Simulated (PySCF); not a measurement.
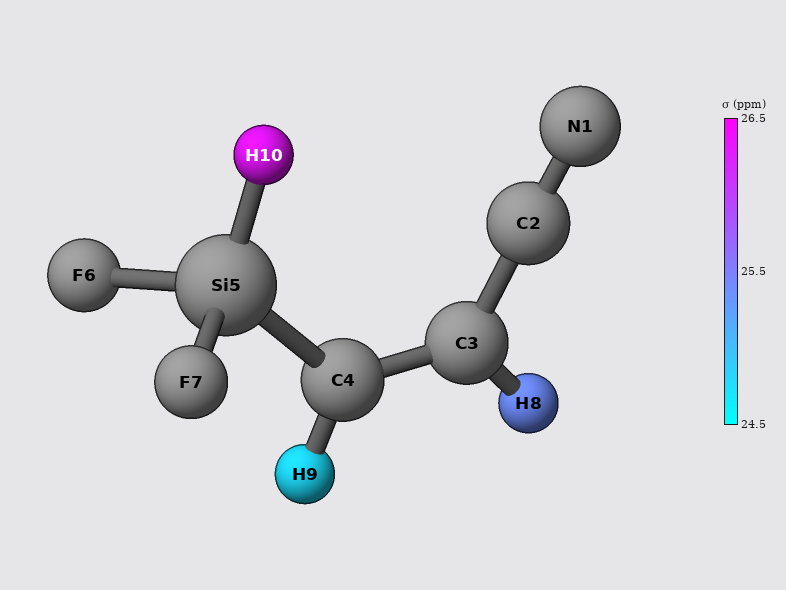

Atoms are coloured by their isotropic NMR shieldings (H only, the others grey). Computed geometry: GFN2-xTB optimisation. No frequency run is at hand to confirm it as a minimum. Method: GIAO PBE0/pcSseg-1 NMR shielding, non-relativistic, gas phase (PySCF 2.14.0).

Give the isotropic NMR shieldings of the H atoms atom by atom.

| atom | σ (ppm) |
| --- | --- |
| H8 | 25.38 |
| H9 | 24.75 |
| H10 | 26.32 |

The geometry is semi-empirical. Around Si such bond lengths and angles can be off by a tenth of an ångström or more and by several degrees, and values that hang on the shape move with them.
